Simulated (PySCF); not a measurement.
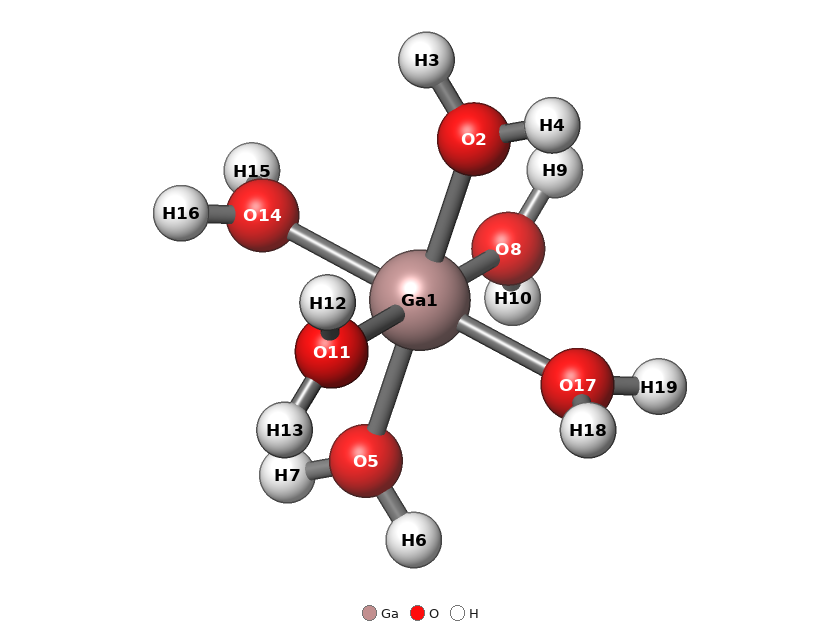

Charge +3, singlet. The geometry was computed by an optimisation with PBE0-D3(BJ)/def2-SVP. No frequency run is at hand to confirm it as a minimum. Electric field gradients from the ground-state density, PBE/pcJ-1 (pcSseg-1 on Ga) (PySCF 2.14.0), non-relativistic apart from any core potentials.

Give the largest field-gradient component, the quadrupole coupling constant and the asymmetry for 17O at O2 (Q = −25.6 mb).

```csv
atom,V_zz (a.u.),e²qQ/h (MHz),η
O2,−1.848,11.12,0.33
```
